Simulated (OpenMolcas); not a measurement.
# doublet [GeH2Cl2]−: levels of theory compared

Wanted: a comparison of 6 runs (UHF/3-21G, UHF/def2-SVPD, UB3LYP/6-31G*, UBHLYP/def2-SVPD, UM06-2X/def2-SVPD, USVWN5/def2-SVPD) of doublet [GeH2Cl2]−. 

The calculation is run with OpenMolcas 26.06.

**1. Starting point**

The species is [GeH2Cl2]− (5 atoms), meant as a doublet with charge -1. As SMILES of the parent species, `[Cl][GeH2][Cl]`. The coordinates come from a PBE0-D4/def2-TZVP relaxation. That shape belongs to the parent species and isn't relaxed for this state.

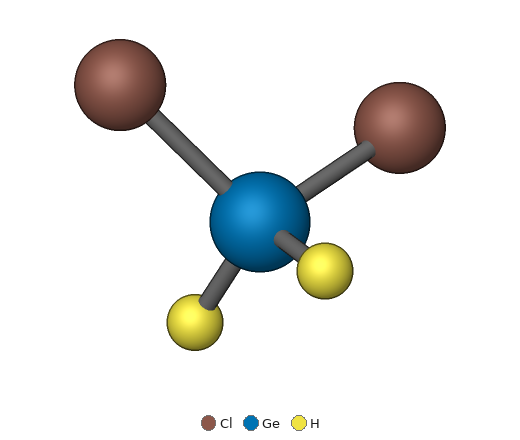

The structure, seen from a chosen angle (chlorine brown, germanium blue, hydrogen yellow).

**2. A single-point energy at UHF/3-21G (run 1)**

job.inp

```
* Cl2GeH2 Hartree-Fock
&GATEWAY
BASLIB = $CurrDir
BASISSET
Cl.3-21G....
Cl1 -1.771500 -0.157700 0.977200 angstrom
Cl3 1.579400 -1.030200 0.811000 angstrom
End of Basis
BASISSET
Ge.3-21G....
Ge2 0.027400 0.080300 -0.156400 angstrom
End of Basis
BASISSET
H.3-21G....
H4 -0.198900 -0.525000 -1.541400 angstrom
H5 0.413600 1.558900 -0.131900 angstrom
End of Basis
&SEWARD
&SCF
UHF
CHARGE = -1
SPIN = 2
THRESHOLDS = 1e-10 1e-07 1e-07 1e-05
PRORBITALS = 1 1
```

The basis set 3-21G is read from a file made from the Basis Set Exchange's data (not shown).

Started as:

```
$ export MOLCAS_MEM=1860
$ pymolcas job.inp > job.log
```

The log of the run:

```text
--- Start Module: gateway ---
[...]
--- Stop Module: gateway /rc=_RC_ALL_IS_WELL_ ---
--- Start Module: seward ---
[...]
      Basis functions           52
--- Stop Module: seward /rc=_RC_ALL_IS_WELL_ ---
--- Start Module: scf ---
[...]
       Convergence after  30 Iterations
[...]
::    Total SCF energy                              -2981.0896803223
[...]
      Total spin, S                                     0.5032806706
[...]
      Total electronic charge=   69.000000
      Total            charge=   -1.000000
[...]
      Dipole Moment (debye):
      Origin of the operator (angstrom)=   -0.0307   -0.2369    0.3378
                   X=  2.9711E-01               Y=  1.6241E+00               Z= -2.5306E+00           Total=  3.0216E+00
      Center of Charge (angstrom)
[...]
--- Stop Module: scf /rc=_RC_ALL_IS_WELL_ ---
[...]
```

Wall time 2.2 s (1 thread of Intel Xeon 6975P-C (Granite Rapids), shared host); peak memory 0.38 GiB.

**3. A single-point energy at UHF/def2-SVPD (run 2)**

calc.input

```
&GATEWAY
BasLib=$CurrDir
Coord
5
angstrom
Cl      -1.771500      -0.157700       0.977200
Ge       0.027400       0.080300      -0.156400
Cl       1.579400      -1.030200       0.811000
H       -0.198900      -0.525000      -1.541400
H        0.413600       1.558900      -0.131900
Basis=def2-SVPD
Group=NoSym
&SEWARD
&SCF
UHF
Charge=-1
Spin=2
Thresholds=1e-10 1e-07 1e-07 1e-05
PrOrbitals=1 1
```

The basis set def2-SVPD is read from a file made from the Basis Set Exchange's data (not shown).

Started as:

```
$ export MOLCAS_MEM=1860
$ pymolcas calc.input > calc.log
```

The log of the run:

```text
--- Start Module: gateway ---
[...]
--- Stop Module: gateway /rc=_RC_ALL_IS_WELL_ ---
--- Start Module: seward ---
[...]
      Basis functions          108
--- Stop Module: seward /rc=_RC_ALL_IS_WELL_ ---
[...]
--- Start Module: scf ---
[...]
       Convergence after  25 Iterations
[...]
::    Total SCF energy                              -2995.0163898609
[...]
      Total spin, S                                     0.5013110774
[...]
      Total electronic charge=   69.000000
      Total            charge=   -1.000000
[...]
      Dipole Moment (debye):
      Origin of the operator (angstrom)=   -0.0307   -0.2369    0.3378
                   X= -5.5711E-01               Y= -3.0431E+00               Z=  4.7410E+00           Total=  5.6611E+00
      Center of Charge (angstrom)
[...]
--- Stop Module: scf /rc=_RC_ALL_IS_WELL_ ---
[...]
```

It took 15 s on 1 thread of Intel Xeon 6975P-C (Granite Rapids), shared host; peak memory 0.63 GiB.

Runs 3 to 4 aren't shown in full; the table further down has their settings and results.

**4. A single-point energy at UM06-2X/def2-SVPD (run 5)**

job.inp

```
&gateway
baslib = $CurrDir
coord
5
angstrom
Cl      -1.771500      -0.157700       0.977200
Ge       0.027400       0.080300      -0.156400
Cl       1.579400      -1.030200       0.811000
H       -0.198900      -0.525000      -1.541400
H        0.413600       1.558900      -0.131900
basis = def2-SVPD
group = NoSym
&seward
gridinput
Grid=UltraFine
End of Grid
&scf
uhf
charge = -1
spin = 2
ksdft = M062X
thresholds = 1e-10 1e-07 1e-07 1e-05
prorbitals = 1 2
```

The basis set def2-SVPD is read from a file made from the Basis Set Exchange's data (not shown).

Started as:

```
$ export MOLCAS_MEM=1860
$ pymolcas job.inp > job.log
```

The log of the run:

```text
--- Start Module: gateway ---
[...]
--- Stop Module: gateway /rc=_RC_ALL_IS_WELL_ ---
--- Start Module: seward ---
[...]
      Basis functions          108
--- Stop Module: seward /rc=_RC_ALL_IS_WELL_ ---
[...]
--- Start Module: scf ---
[...]
       Convergence after  23 Iterations
[...]
::    Total KS-DFT energy                           -2998.0928007743
[...]
      Total spin, S                                     0.5015583360
[...]
      Total electronic charge=   69.000000
      Total            charge=   -1.000000
[...]
      Dipole Moment (debye):
      Origin of the operator (angstrom)=   -0.0307   -0.2369    0.3378
                   X= -1.8390E-01               Y= -1.0042E+00               Z=  1.5643E+00           Total=  1.8679E+00
      Center of Charge (angstrom)
[...]
--- Stop Module: scf /rc=_RC_ALL_IS_WELL_ ---
[...]
```

Run time: 59 s. Hardware: 1 thread of Intel Xeon 6975P-C (Granite Rapids), shared host; peak memory 0.63 GiB.

**5. The energy at USVWN5/def2-SVPD (run 6)**

job.inp

```
>>> EXPORT MOLCAS_PRINT=2
&GATEWAY
BasLib
$CurrDir
Coord
5
angstrom
Cl      -1.771500      -0.157700       0.977200
Ge       0.027400       0.080300      -0.156400
Cl       1.579400      -1.030200       0.811000
H       -0.198900      -0.525000      -1.541400
H        0.413600       1.558900      -0.131900
Basis
def2-SVPD
Group
NoSym
&SEWARD
GridInput
Grid=UltraFine
End of Grid
&SCF
UHF
Charge
-1
Spin
2
KSDFT
SVWN5
Thresholds
1e-10 1e-07 1e-07 1e-05
PrOrbitals
1 2
```

The basis set def2-SVPD is read from a file made from the Basis Set Exchange's data (not shown).

Started as:

```
$ export MOLCAS_MEM=1860
$ pymolcas job.inp > job.log
```

The log of the run:

```text
--- Start Module: gateway ---
[...]
--- Stop Module: gateway /rc=_RC_ALL_IS_WELL_ ---
--- Start Module: seward ---
[...]
      Basis functions          108
--- Stop Module: seward /rc=_RC_ALL_IS_WELL_ ---
[...]
--- Start Module: scf ---
[...]
       Convergence after  19 Iterations
[...]
::    Total KS-DFT energy                           -2992.0013146576
[...]
      Total spin, S                                     0.5001730269
[...]
      Total electronic charge=   69.000000
      Total            charge=   -1.000000
[...]
      Dipole Moment (debye):
      Origin of the operator (angstrom)=   -0.0307   -0.2369    0.3378
                   X= -1.2064E-01               Y= -6.5856E-01               Z=  1.0259E+00           Total=  1.2250E+00
      Center of Charge (angstrom)
[...]
--- Stop Module: scf /rc=_RC_ALL_IS_WELL_ ---
[...]
```

Wall time 23 s (1 thread of Intel Xeon 6975P-C (Granite Rapids), shared host); peak memory 0.62 GiB.

**6. All runs side by side**

| run | level | integration grid | energy (Eh) | HOMO energy (eV) | LUMO energy (eV) | ⟨S²⟩ | wall time |
| --- | --- | --- | --- | --- | --- | --- | --- |
| 1 | UHF/3-21G | – | -2981.089680 | 1.57 | 8.04 | 0.757 | 2.2 s |
| 2 | UHF/def2-SVPD | – | -2995.016390 | 1.44 | 5.41 | 0.753 | 15 s |
| 3 | UB3LYP/6-31G* (spherical functions) | UltraFine | -2998.382213 | 3.33 | 4.87 | 0.751 | 16 s |
| 4 | UBHLYP/def2-SVPD | UltraFine | -2998.094308 | 1.83 | 4.39 | 0.752 | 41 s |
| 5 | UM06-2X/def2-SVPD | UltraFine | -2998.092801 | 1.70 | 2.74 | 0.753 | 59 s |
| 6 | USVWN5/def2-SVPD | UltraFine | -2992.001315 | 2.56 | 2.95 | 0.750 | 23 s |

**7. Outcome**

```
                                 quantity           value
                      run 6: total energy  -2992.00131 Eh
run 6: HOMO energy (highest over α and β)         2.56 eV
 run 6: LUMO energy (lowest over α and β)         2.95 eV
                              run 6: ⟨S²⟩           0.750
```

In words: Totals of different functionals can't be ranked against each other. In runs 1, 2, 3, 4, 5, 6 the HOMO lies above zero, so the outermost electron may be held by the basis alone. All runs together took 2.6 min, the longest 59 s.
